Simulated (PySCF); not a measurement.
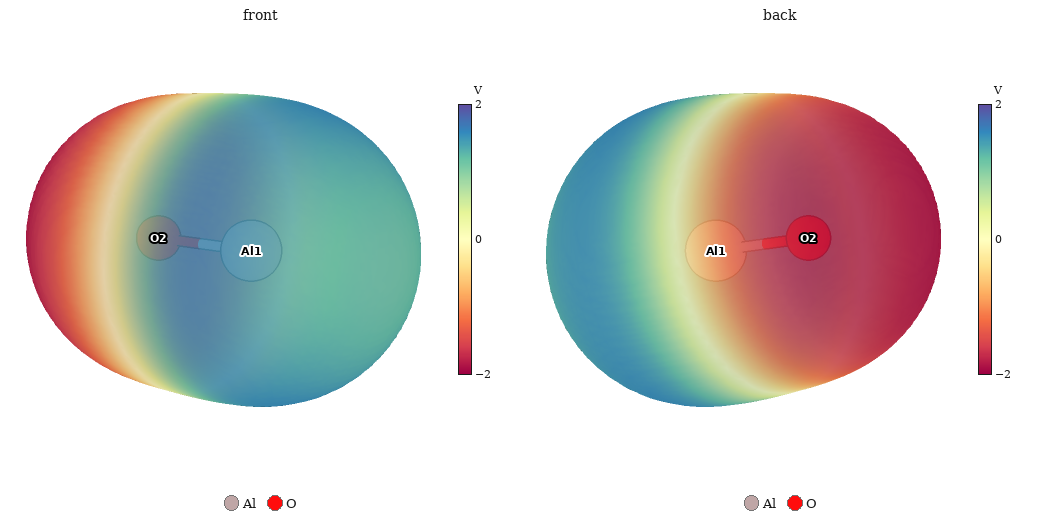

AlO (doublet). The electrostatic potential painted on the density surface at 0.001 e/bohr³, seen from the front and from behind; red is negative and blue positive.

All numbers below come from PBE0/def2-TZVPPD, non-relativistic Hamiltonian with scalar-relativistic core potentials where named, at a bond length of 1.624 Å in PySCF 2.14.0.

Q: Where is the surface potential most negative and most positive?

A: The most negative region (about −1.9 V, or −44 kcal/mol for a unit charge) lies over O2, the most positive (about +1.6 V, or +37 kcal/mol for a unit charge) over Al1. O2 is the likeliest acceptor of a hydrogen bond.
